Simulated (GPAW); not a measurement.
Consider Al2Pd (Fm-3m).

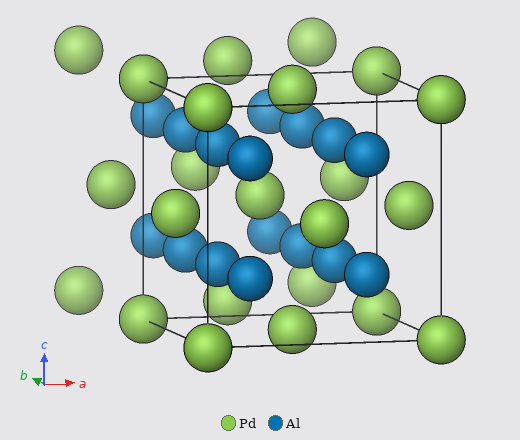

The structure (palladium green, aluminium blue). 1×2×1 conventional cells are drawn. Some periodic images of atoms are drawn too.

```cif
data_structure
_symmetry_space_group_name_H-M 'P 1'
_symmetry_Int_Tables_number 1
_cell_length_a 4.1713
_cell_length_b 4.1713
_cell_length_c 4.1713
_cell_angle_alpha 60.000
_cell_angle_beta 60.000
_cell_angle_gamma 60.000
_cell_volume 51.32
loop_
_atom_site_label
_atom_site_type_symbol
_atom_site_fract_x
_atom_site_fract_y
_atom_site_fract_z
_atom_site_occupancy
Pd1 Pd 0.00000 0.00000 0.00000 1
Al2 Al 0.75000 0.75000 0.75000 1
Al3 Al 0.25000 0.25000 0.25000 1
```

Absorber: atom 2, with 4 Pd at 2.55 Å and 6 Al at 2.95 Å (10-fold, site symmetry -43m). Method: GPAW, LDA, excited-electron core hole (neutral cell), 12-atom cell with 5.9 Å between holes, 5×5×5 k points, dipole transitions, Gaussian full width 0.9 eV up to 4 eV, rising linearly to 3.5 eV at 25 eV.

Question: Predict the near-edge structure at the Al K edge.

Main maxima up to 24 eV above the zero (height): 0.3 eV (1.14), 5.4 eV (2.11), 8.7 eV (1.08) and 13.4 eV (1.03). A K edge sees empty p states on the absorber. The total-energy difference is 1563.29 eV. One term is added: -13.88 eV, since the hole is spin-paired here and a spin-polarised one costs that much less in the free atom (computed apart). The photon energy is then 1549.41 eV. The tabulated edge of the element is 1559 eV. The functional leaves an error in such absolute values: in the free atom LDA prices this hole 7.2 eV below PBE (computed apart), and PBE is itself good to a few eV.

The Al K spectrum (energy from the lowest empty level; intensity scaled to a mean of 1 over the first 20 eV):

```
E (eV)  intensity
  -2.0       0.00
  -0.5       0.21
   1.0       0.39
   2.5       0.64
   4.0       1.21
   5.5       2.09
   7.0       1.43
   8.5       1.07
  10.0       0.89
  11.5       0.80
  13.0       1.01
  14.5       0.97
  16.0       0.90
  17.5       0.78
  19.0       0.67
  20.5       0.54
  22.0       0.49
  23.5       0.45
  25.0       0.55
  26.5       0.82
  28.0       1.06
  29.5       1.06
  31.0       0.93
```

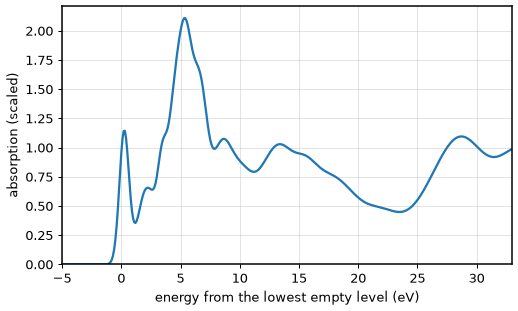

The Al K edge.

The holes are only 5.9 Å apart, so the shape is probably not converged with cell size; no larger cell was run here. Lifetime broadening is put in by hand, and intensities beyond about 20 eV depend on it and on the partial waves; weight that the partial waves miss at high energy is lost. The structure is a computed Materials Project entry and may be a hypothetical form.

[Banner, clock and machine lines of the logs are left out without a mark of their own.]

[Logs are printed without paths, hosts, clocks, repeated set-up lines and the standing remarks that a program may print on its own settings, such as how far it seeks lower states.]

[Hosts, paths, dates, database ids (printed as entryN), source tags and the programs' standing remarks are cut or masked in the printed files.]

[Lists of maxima count a maximum above −3 eV only where it reaches 4 % of the highest in the window and stands out from its surroundings by 2 % of it (1.5 % where it reaches 55 %); shoulders and weaker maxima are passed over, and of the rest the first, up to two pre-edge ones and the few strongest are named.]
